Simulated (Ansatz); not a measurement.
# Phonon calculation of SiNH8OF

- system: SiNH8OF
- method: RKS PBE0-D4/def2-TZVP (Ansatz 0.2.0)

The geometry is a transition state. The reaction was set up to form Si1–O7, H6–N9 and F2–H8 and to break Si1–F2, H6–O7 and H8–N9 (atoms counted from 1 in the order of the input); sticks are drawn by distance alone. The geometry comes from this level: PBE0-D4/def2-TZVP. Figures and captions count atoms from 1; the log counts them from 0 in places.

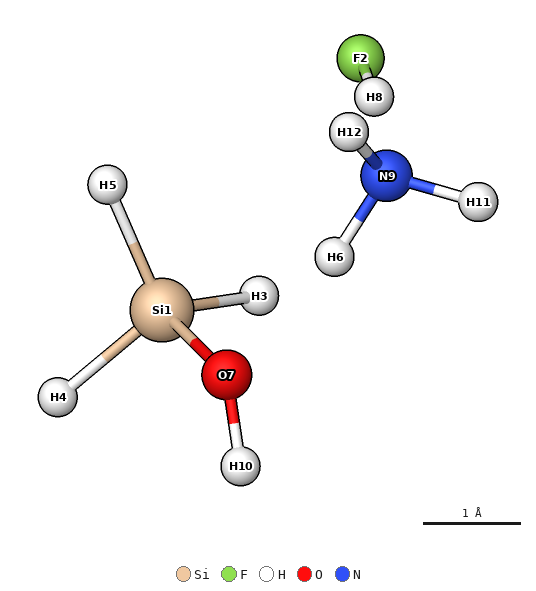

**Figure 1.** The input geometry (ball-and-stick view, seen at a tilt; atoms are numbered from 1 in the order of the input). Bond lengths as drawn: F–H 0.97 Å, H–N 1.01 to 1.02 Å, H–O 0.96 Å, H–Si 1.48 to 1.49 Å and O–Si 1.67 Å.

## Input file
```yaml
crystal:
  periodic: [false, false, false]
  atoms:
    - {symbol: Si, position_ang: [-1.528164, 0.432983, -1.032230]}
    - {symbol: F, position_ang: [1.609195, -0.755757, -1.376206]}
    - {symbol: H, position_ang: [-1.513075, -0.889160, -1.701092]}
    - {symbol: H, position_ang: [-2.865102, 1.055142, -1.248743]}
    - {symbol: H, position_ang: [-0.464386, 1.318799, -1.542648]}
    - {symbol: H, position_ang: [0.664719, -0.003304, 1.275451]}
    - {symbol: O, position_ang: [-1.273426, 0.287780, 0.610072]}
    - {symbol: H, position_ang: [1.698634, -0.583647, -0.423567]}
    - {symbol: N, position_ang: [1.637922, -0.270170, 1.141141]}
    - {symbol: H, position_ang: [-2.027598, -0.004942, 1.124013]}
    - {symbol: H, position_ang: [1.832195, -1.077197, 1.720202]}
    - {symbol: H, position_ang: [2.228987, 0.489373, 1.453407]}
basis:
  gaussian: {orbitals: def2-TZVP}
hamiltonian: {xc: pbe0, dispersion: d4}
phonons: {temperatures: {t_min: 298.15, t_max: 900, t_step: 200}}
```

Machine: 4 threads of Arm Neoverse V2, 23 GiB of memory available, shared host.

Run as:
```bash
ansatz run in.yaml --threads 4 --pin off --events-out ev --progress --plain --max-ram 9574MiB
```

## Log
```
Functional definition: PBE0
  name "PBE0"
  cite "Adamo & Barone, J. Chem. Phys. 110, 6158 (1999) doi:10.1063/1.478522"
  cite "Perdew, Burke & Ernzerhof, Phys. Rev. Lett. 77, 3865 (1996) doi:10.1103/PhysRevLett.77.3865"
  parent pbe
  parameter a = 0.25
  parameter kappa = 0.804
  parameter beta = 0.06672455060314922
  exchange = (1 - a)*pbe_x(kappa = kappa, mu = beta*pi^2/3) + a*exact_x
  correlation = pbe_c(beta = beta)
1082 factors; their error is unknown
mean field evaluation 1: about -14247.5507 eV, gradient 7.5e1 eV
mean field evaluation 2: about -14237.9262 eV, gradient 1.0e2 eV
mean field evaluation 4: about -14256.5644 eV, gradient 4.8e0 eV
mean field evaluation 8: about -14256.6030 eV, gradient 9.8e-2 eV
mean field evaluation 16: about -14256.6486 eV, gradient 5.6e-5 eV
mean field -14256.64862699 eV, -523.9221735384 hartree, gradient 5.6e-5 eV, S^2 0.000000; 0 other end points of the search recorded, 0 dependent functions left out
the calculation of the forces begins
reference -14256.64865874 eV, -523.9221747051 hartree; 23, 23 occupied and 155, 155 virtual orbitals, 1082 factors
these checks for a lower state are left out or cut short: stability, starts, cluster_reference, orbital_swaps, neighbouring_geometries, increment
1082 factors; their error is unknown
mean field -14256.64848944 eV, -523.9221684834 hartree, gradient 1.6e-6 eV, S^2 0.000000; 0 other end points of the search recorded, 0 dependent functions left out
[... from here on the field's lines of each further geometry are left out, up to the last ...]
the calculation of the forces begins
reference -14256.64864008 eV, -523.9221740195 hartree; 23, 23 occupied and 155, 155 virtual orbitals, 1082 factors
these checks for a lower state are left out or cut short: stability, starts, cluster_reference, orbital_swaps, neighbouring_geometries, increment
1082 factors; their error is unknown
mean field -14256.64860681 eV, -523.9221727968 hartree, gradient 1.6e-6 eV, S^2 0.000000; 0 other end points of the search recorded, 0 dependent functions left out
the calculation of the forces begins
reference -14256.64863855 eV, -523.9221739632 hartree; 23, 23 occupied and 155, 155 virtual orbitals, 1082 factors
Total energy: -14256.78123482 eV, -523.9270467863 hartree
Atom 0 at    -1.528164     0.432983    -1.032230 Å, force     0.002927    -0.003306     0.004526 eV/Å
Atom 1 at     1.609195    -0.755757    -1.376206 Å, force    -0.011165    -0.005264    -0.017568 eV/Å
Atom 2 at    -1.513075    -0.889160    -1.701092 Å, force     0.001204    -0.002086    -0.003909 eV/Å
Atom 3 at    -2.865102     1.055142    -1.248743 Å, force    -0.004313     0.003445    -0.000678 eV/Å
Atom 4 at    -0.464386     1.318799    -1.542648 Å, force     0.004612     0.003361     0.001555 eV/Å
Atom 5 at     0.664719    -0.003304     1.275451 Å, force     0.006064    -0.004447    -0.000094 eV/Å
Atom 6 at    -1.273426     0.287780     0.610072 Å, force    -0.013948     0.001414     0.003893 eV/Å
Atom 7 at     1.698634    -0.583647    -0.423567 Å, force     0.001947     0.002311     0.013901 eV/Å
Atom 8 at     1.637922    -0.270170     1.141141 Å, force    -0.004603    -0.004447     0.012162 eV/Å
Atom 9 at    -2.027598    -0.004942     1.124013 Å, force     0.013490    -0.001232    -0.010161 eV/Å
Atom 10 at     1.832195    -1.077197     1.720202 Å, force     0.003019     0.005646    -0.000530 eV/Å
Atom 11 at     2.228987     0.489373     1.453407 Å, force     0.000766     0.004604    -0.003098 eV/Å
Dipole moment:    -0.297807     0.094142     0.916317 e Å
Vibrations: 25.91 29.52 85.20 137.70 161.76 169.13 208.36 302.87 323.00 438.46 680.80 712.29 839.96 927.33 935.15 967.40 984.27 1084.43 1100.61 1157.45 1655.72 1679.47 2204.37 2250.77 2290.16 3058.85 3463.19 3595.24 3640.75 3917.36 cm⁻¹, zero-point energy 2.419396 eV
```

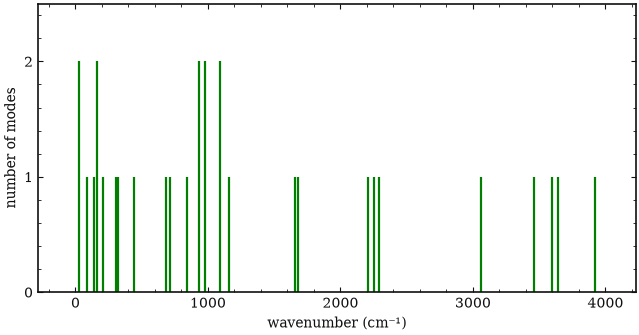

**Figure 2.** Harmonic vibrational wavenumbers from the force constants; neighbouring modes closer than 18 cm⁻¹ are counted in one stick. 30 modes from 26 to 3917 cm⁻¹, none imaginary.

## Key numbers

| quantity | value |
| --- | --- |
| outcome | converged |
| total energy | −14256.7812 eV |
| mean-field energy | −14256.6487 eV |
| dispersion energy | −0.1326 eV |
| largest force (length of the vector) | 0.021 eV/Å |
| dipole moment | 4.65 D |
| wall time | 1.9 min (CPU time 7 min) |
| peak memory | 0.38 GiB |
